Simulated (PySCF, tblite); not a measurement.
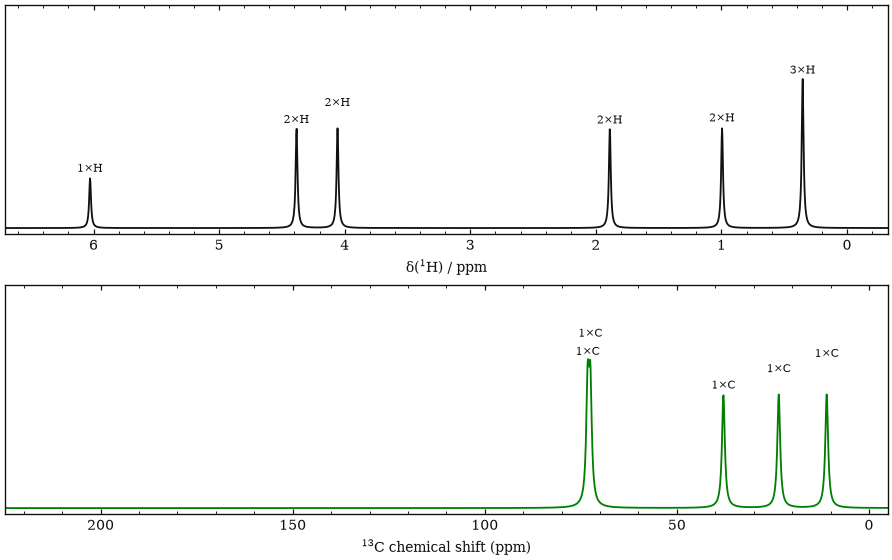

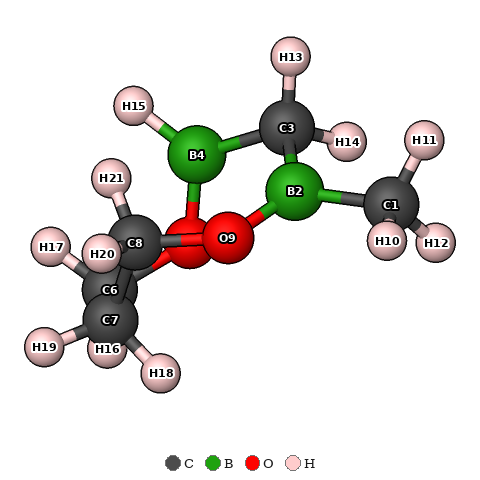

Spectrum and numbered structure of C₅H₁₂B₂O₂, SMILES CB1CBOCCCO1. GIAO shifts, PBE0/pcSseg-1 in PySCF, at a GFN2-xTB geometry (a minimum by its frequencies), against TMS for ¹H and TMS for ¹³C computed at the same level. Gas phase, fully decoupled, line heights follow the number of nuclei, widths are arbitrary (no quadrupolar broadening); values of one conformer, averaged over nuclei that symmetry, rotation about single bonds or ring flips exchange, these motions taken as fast; other conformers aren't averaged in.

Q: Which ¹H nuclei are the least shielded, and which the most?

A: Least shielded: H15 at 6.03 ppm. Most shielded: H10, H11 and H12 at 0.35 ppm.

Q: Assign the ¹³C signals to the numbered atoms.

A:
```csv
δ (ppm),nuclei,atoms
73.2,1,C6
72.5,1,C8
37.9,1,C7
23.5,1,C3
11.0,1,C1
```

The order of signals that lie close, as those under 2 ppm apart, is within the error of the method.

Caveats: the tight-binding geometry is rougher than a DFT one and adds to the error.
